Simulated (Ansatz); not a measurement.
Carrier doping in LiF

The parent structure is LiF in the rock salt structure (space group Fm-3m, No. 225; a = 4.068 Å).

Carriers are added at fixed cell with a uniform background; the Fermi–Dirac width is that of 300 K.

Level of theory: Kohn–Sham DFT with the PBE functional, run in Ansatz (a first-principles code) with PAW and 420 eV plane waves, no spin-orbit coupling.

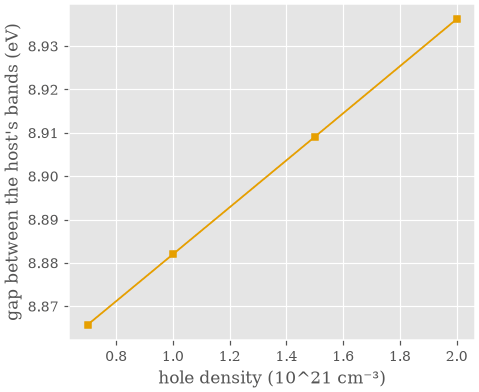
Fig. 1. Gap between the host's bands against hole density

Question: From the plot, what is the gap between the host's bands for holes 1.5×10^21 cm⁻³?

Answer: About 8.91 eV.

Question: Is the trend monotonic over the range shown?

Answer: Yes, it rises throughout, spanning 8.87 eV to 8.94 eV.

Carriers are added with a uniform compensating background; total energy and stress of such cells depend on the potential's zero and are not compared; many-body gap narrowing is missing at this level. No phonon test of stability was made.
